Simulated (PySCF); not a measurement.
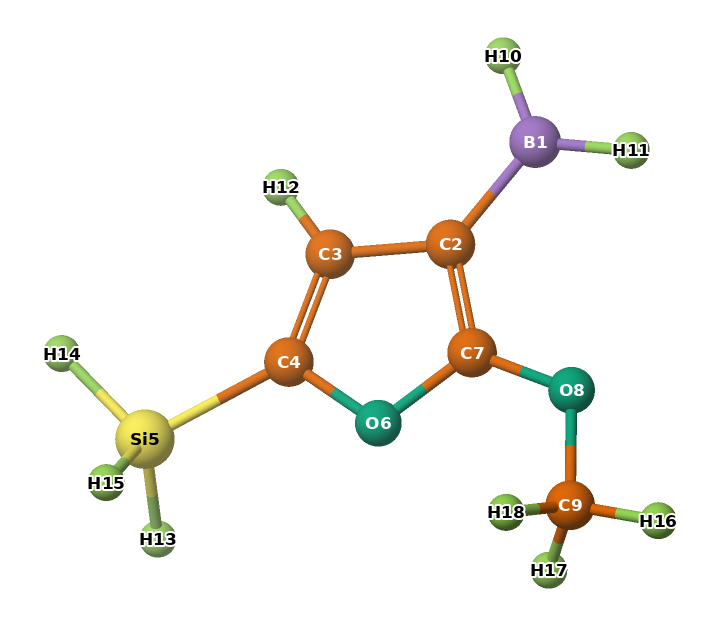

The computed structure is the end point of a GFN2-xTB optimisation. No frequency run is at hand to confirm it as a minimum. Electric field gradients from the ground-state density, PBE0/pcSseg-1 (PySCF 2.14.0), non-relativistic apart from any core potentials.

Give the largest field-gradient component, the quadrupole coupling constant and the asymmetry for 11B at B1 (Q = 40.59 mb), 17O at O6 (Q = −25.6 mb), 17O at O8 (Q = −25.6 mb), 2H at H10 (Q = 2.86 mb), 2H at H11 (Q = 2.86 mb), 2H at H12 (Q = 2.86 mb), 2H at H13 (Q = 2.86 mb).

| atom | V_zz (a.u.) | e²qQ/h (MHz) | η |
| --- | --- | --- | --- |
| B1 | 0.564 | 5.37 | 0.05 |
| O6 | 1.474 | −8.87 | 0.12 |
| O8 | 1.854 | −11.15 | 0.65 |
| H10 | 0.244 | 0.164 | 0.10 |
| H11 | 0.244 | 0.164 | 0.10 |
| H12 | 0.347 | 0.233 | 0.04 |
| H13 | 0.160 | 0.107 | 0.01 |

The geometry is semi-empirical. Around B, Si such bond lengths and angles can be off by a tenth of an ångström or more and by several degrees, and values that hang on the shape move with them.
